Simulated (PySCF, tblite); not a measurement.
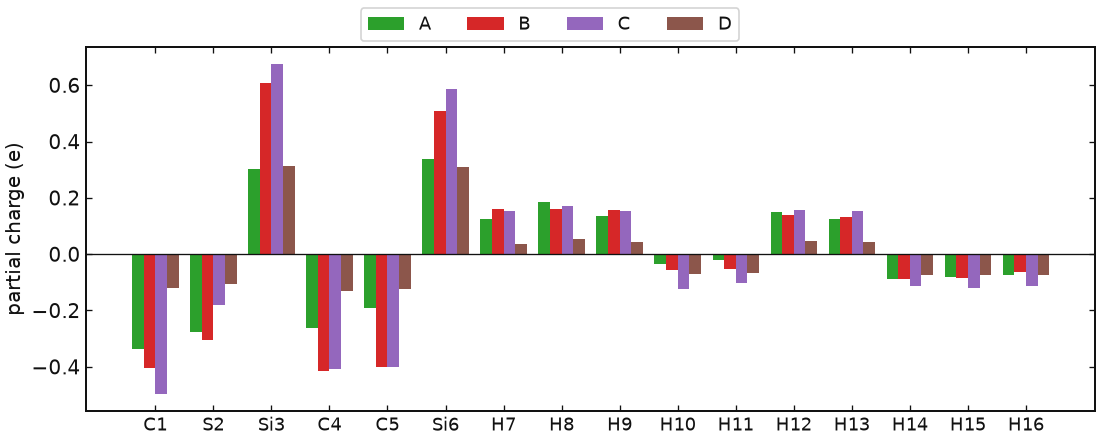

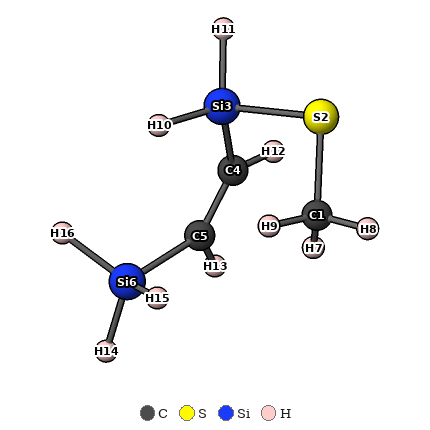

Atomic charges of C₃H₁₀SSi₂, SMILES CS[SiH2]/C=C\[SiH3] by 4 schemes, PBE0/pcSseg-1 with PySCF 2.14.0, at a GFN2-xTB geometry (a minimum by its frequencies).

> The schemes are ESP fit, Hirshfeld, IAO and Mulliken. Which series is which?

A: ESP fit (C1 −0.34 e); B: Mulliken (C1 −0.40 e); C: IAO (C1 −0.50 e); D: Hirshfeld (C1 −0.12 e).

Known limits of this run: the tight-binding geometry is rougher than a DFT one and adds to the error; one conformer of a flexible molecule.
